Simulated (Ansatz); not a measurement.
Input file:

```
crystal:
  periodic: [false, false, false]
  atoms:
    - { symbol: C, position_ang: [-1.8713, -0.2304, 0.3154] }
    - { symbol: O, position_ang: [-1.1443, -0.6858, -0.7535] }
    - { symbol: Ge, position_ang: [0.484, -0.9888, -0.1308] }
    - { symbol: C, position_ang: [1.5671, 0.7013, 0.0309] }
    - { symbol: O, position_ang: [1.5373, 1.327, -1.225] }
    - { symbol: H, position_ang: [-1.5158, 0.7948, 0.6817] }
    - { symbol: H, position_ang: [-1.9773, -0.9273, 1.1304] }
    - { symbol: H, position_ang: [-2.9053, 0.0264, -0.0821] }
    - { symbol: H, position_ang: [1.2749, -1.904, -1.0581] }
    - { symbol: H, position_ang: [0.4506, -1.6777, 1.2944] }
    - { symbol: H, position_ang: [1.0004, 1.3414, 0.818] }
    - { symbol: H, position_ang: [2.5484, 0.4791, 0.381] }
    - { symbol: H, position_ang: [0.5718, 1.7094, -1.3877] }
basis:
  gaussian: { orbitals: def2-SVP }
hamiltonian:
  xc: pbe0
  dispersion: d4
relax:
  f_tol: 0.015
  max_steps: 40
output:
  orbitals: {}
```

Run with:

```sh
ansatz run input.yaml --threads 2 --pin off --max-ram 3072MiB --backend cpu --events-out ev --progress --plain --runs-dir out
```

The fields are those of the relaxed geometry.

The calculation used Ansatz, RKS PBE0-D4/def2-SVP.

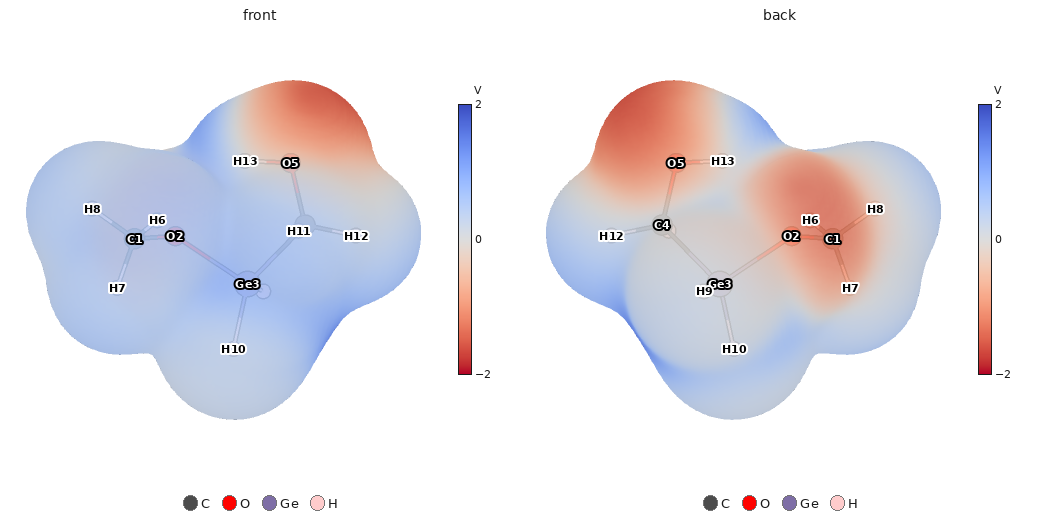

C2H8GeO2 (SMILES C[O][GeH2][CH2]O). The molecular electrostatic potential painted on the density surface at 0.001 e/bohr³, seen from the front and from behind; the colour scale runs from red (negative) to blue (positive).

**Which sites attract a positive test charge, and which a negative one?**

A positive charge is drawn to the negative regions and a negative charge to the positive ones. The most negative region (about −1.5 V) lies over O5, the most positive (about +1.3 V) over Ge3. O5 is the likeliest acceptor of a hydrogen bond.
